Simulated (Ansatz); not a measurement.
**Si5NH13Cl2: single-point calculation**

System: Si5NH13Cl2.
Method: RKS PBE0-D4/def2-TZVPP (Ansatz 0.2.0).

The geometry is a transition state. The reaction was set up to form Si1–N5 and Cl2–H4 and to break Si1–Cl2 and H4–N5 (atoms counted from 1 in the order of the input); sticks are drawn by distance alone. The geometry comes from this level: PBE0-D4/def2-TZVP.

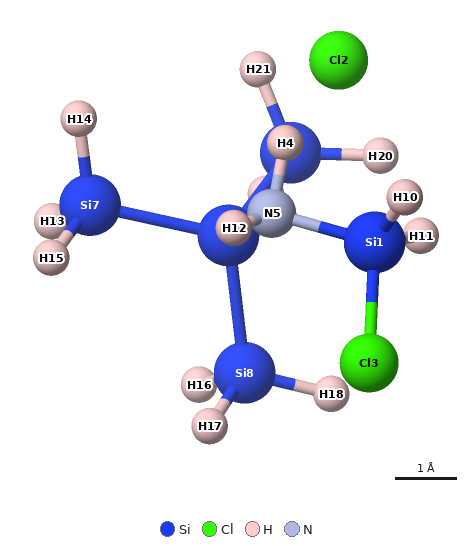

*The input geometry (ball-and-stick view, seen at a tilt; atoms are numbered from 1 in the order of the input).*

### Key numbers

| quantity | value |
| --- | --- |
| outcome | converged |
| total energy | −66114.7059 eV |
| mean-field energy | −66113.9503 eV |
| dispersion energy | −0.7556 eV |
| SCF solution under orbital rotations | stable |
| HOMO | −7.40 eV |
| LUMO | −1.48 eV |
| hardware | 5 CPU threads, shared host |
| wall time | 11 s (CPU time 4.7 s; the host was busy) |
| peak memory | 1.1 GiB |

### Input file
```yaml
crystal:
  periodic: [false, false, false]
  atoms:
    - {symbol: Si, position_ang: [-0.453582, -1.175657, 2.278534]}
    - {symbol: Cl, position_ang: [2.341548, 0.265705, 2.294907]}
    - {symbol: Cl, position_ang: [-2.434726, -1.702064, 2.082252]}
    - {symbol: H, position_ang: [0.801954, 0.603226, 1.769949]}
    - {symbol: N, position_ang: [-0.275047, 0.354986, 1.357930]}
    - {symbol: Si, position_ang: [-0.033744, 0.276529, -0.460026]}
    - {symbol: Si, position_ang: [-0.189040, 2.484516, -1.221273]}
    - {symbol: Si, position_ang: [-1.703945, -1.020022, -1.471386]}
    - {symbol: Si, position_ang: [2.089724, -0.605985, -0.922829]}
    - {symbol: H, position_ang: [-0.203869, -0.924963, 3.703921]}
    - {symbol: H, position_ang: [0.361953, -2.200850, 1.613689]}
    - {symbol: H, position_ang: [-0.962276, 1.050874, 1.637432]}
    - {symbol: H, position_ang: [0.014780, 2.480930, -2.692909]}
    - {symbol: H, position_ang: [0.842856, 3.328034, -0.565174]}
    - {symbol: H, position_ang: [-1.537684, 3.036716, -0.914011]}
    - {symbol: H, position_ang: [-1.490226, -0.871143, -2.936338]}
    - {symbol: H, position_ang: [-3.059003, -0.519918, -1.122264]}
    - {symbol: H, position_ang: [-1.584895, -2.453947, -1.103305]}
    - {symbol: H, position_ang: [1.961135, -0.938167, -2.375432]}
    - {symbol: H, position_ang: [2.347660, -1.864422, -0.186369]}
    - {symbol: H, position_ang: [3.166426, 0.395821, -0.767298]}
basis:
  gaussian: {orbitals: def2-TZVPP}
hamiltonian: {xc: pbe0, dispersion: d4}
output: {orbitals: {seedname: orbitals}}
```

Launch command:
```bash
ansatz run in.yaml --threads 5 --pin off --events-out ev --progress --plain --max-ram 66560MiB --backend cuda --devices 0, --max-vram 37GiB
```

### What the program printed
```
Functional definition: PBE0
  name "PBE0"
  cite "Adamo & Barone, J. Chem. Phys. 110, 6158 (1999) doi:10.1063/1.478522"
  cite "Perdew, Burke & Ernzerhof, Phys. Rev. Lett. 77, 3865 (1996) doi:10.1103/PhysRevLett.77.3865"
  parent pbe
  parameter a = 0.25
  parameter kappa = 0.804
  parameter beta = 0.06672455060314922
  exchange = (1 - a)*pbe_x(kappa = kappa, mu = beta*pi^2/3) + a*exact_x
  correlation = pbe_c(beta = beta)
3027 factors; their error is unknown
mean field evaluation 1: about -66108.7803 eV, gradient 5.1e1 eV
mean field evaluation 2: about -66104.0380 eV, gradient 6.8e1 eV
mean field evaluation 4: about -66113.7748 eV, gradient 3.8e0 eV
mean field evaluation 8: about -66113.8057 eV, gradient 4.7e-2 eV
mean field evaluation 16: about -66113.9503 eV, gradient 5.0e-5 eV
mean field -66113.95029626 eV, -2429.6428597424 hartree, gradient 5.0e-5 eV, S^2 0.000000; 0 other end points of the search recorded, 0 dependent functions left out
reference -66113.95034639 eV, -2429.6428615848 hartree; 62, 62 occupied and 445, 445 virtual orbitals, 3027 factors
Total energy: -66114.70593515 eV, -2429.6706289595 hartree
```

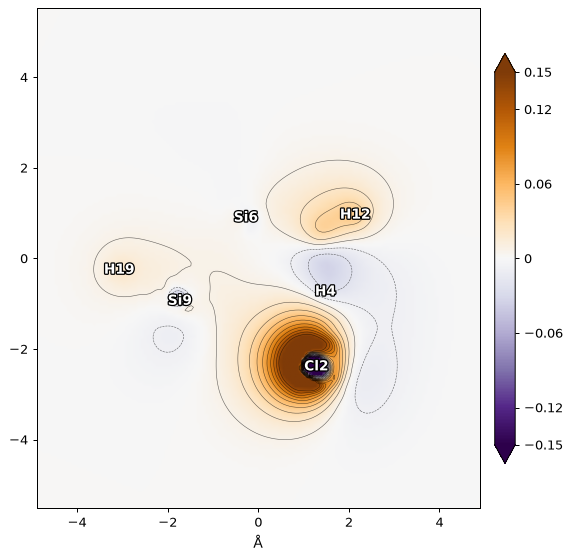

*One frontier orbital on the plane of atoms Si6, Si9 and H19 (values in Å⁻³ᐟ²; the overall sign is arbitrary).*

The HOMO−1, at −7.53 eV.

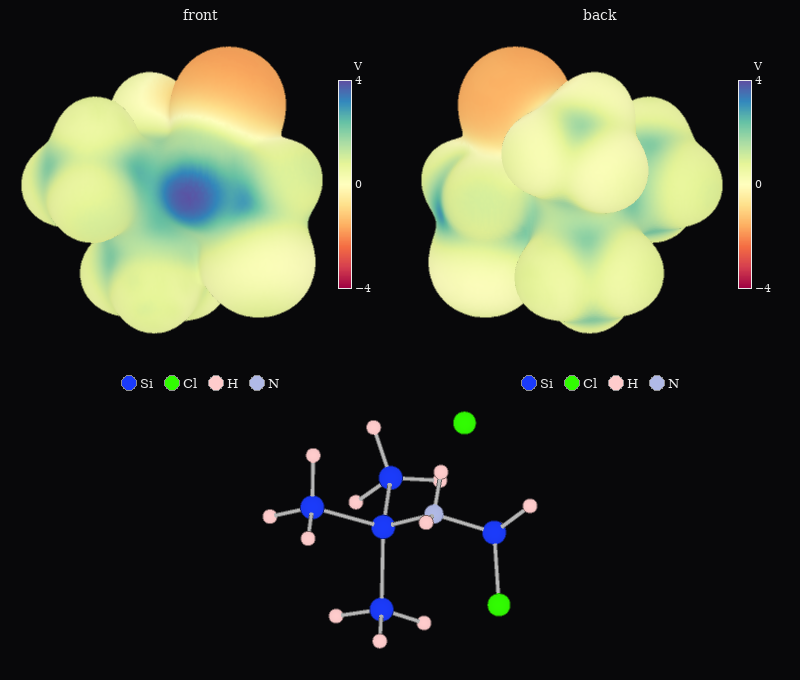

*The electrostatic potential painted on the density surface at 0.004 e/bohr³, seen face on and from behind; the colour scale runs from red (negative) to blue (positive). The bare structure is drawn below in the same view.*

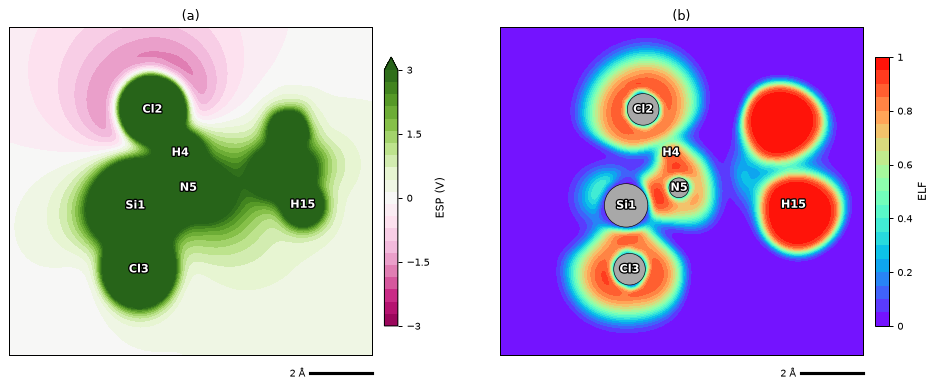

*(a) molecular electrostatic potential; (b) ELF on the plane of atoms Cl3, Si1 and N5. Grey discs, where drawn, cover atomic cores.*

Atoms in the plane: Si, Cl, H and N. Cl2···H4 (1.66 Å): the ELF climbs to about 0.90 towards the hydrogen, as it does in any bond to H (a closed-shell contact with the geometry of a hydrogen bond). Si–N (1.80 Å): the ELF peaks at about 0.90 between the atoms (a polar covalent bond). Si–Cl (2.06 Å): the ELF peaks at about 0.90 between the atoms (a shared but strongly polarised pair).

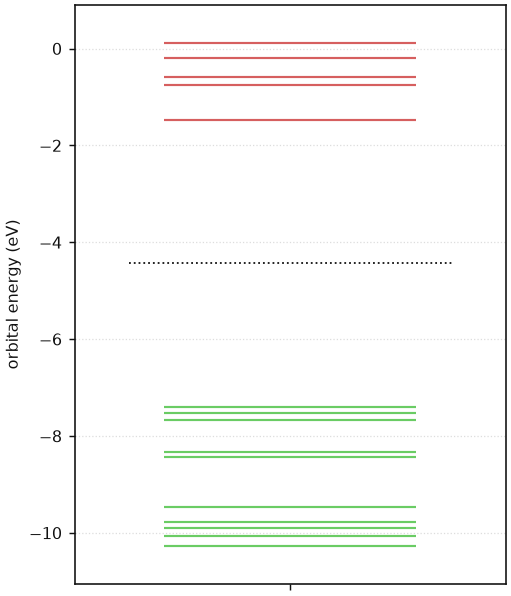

*Orbital energies near the frontier; the dotted line parts filled from empty levels, and levels within 0.02 eV of each other stand side by side.*

Highest filled −7.40 eV, lowest empty −1.48 eV, 5.92 eV apart.
